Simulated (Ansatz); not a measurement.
## Fields on a plane of CdSe (zinc blende)

```xyz
2
Lattice="0.0000 3.0667 3.0667 3.0667 0.0000 3.0667 3.0667 3.0667 0.0000" Properties=species:S:1:pos:R:3 pbc="T T T"
Se     4.6000     4.6000     4.6000
Cd     0.0000     0.0000     0.0000
```

The slice is a {100} plane (indices of the conventional cell) through the point (0.000, 0.000, 0.000) (fractional), spanned by u = [100] and v = [0 1 -1] in vectors of this cell: u (4.34 Å) and v (4.34 Å, at 90° to u). It covers one period; positions are fractions (u, v).

Atoms on it: Cd at (0.00, 0.00).

All values below come from r2SCAN (plane waves to 500 eV, PAW, scalar-relativistic; Ansatz, an electronic-structure program). k mesh 9×9×9. Near the nuclei the fields are pseudised (PAW); where an atom keeps semicore shells as valence, they peak there. CdSe was relaxed with its symmetry unable to fall. The PAW data are Ansatz's earlier set.

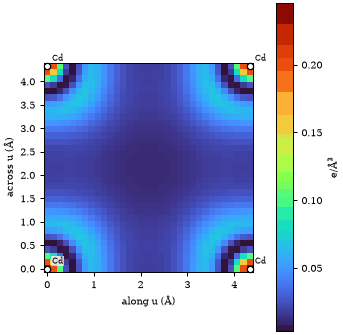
Figure. Density of the lowest conduction band (whole band as if filled, smooth part) in e/Å³, one period of the plane, atoms marked. 

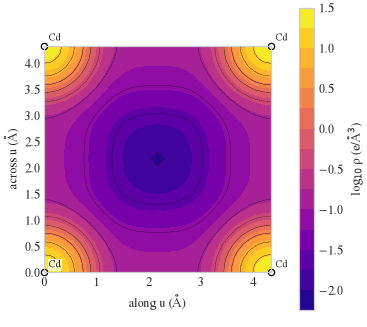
Figure. Log₁₀ of the valence density in e/Å³, one period of the plane, atoms marked. The scale is logarithmic, as a density can span decades between atoms and voids.
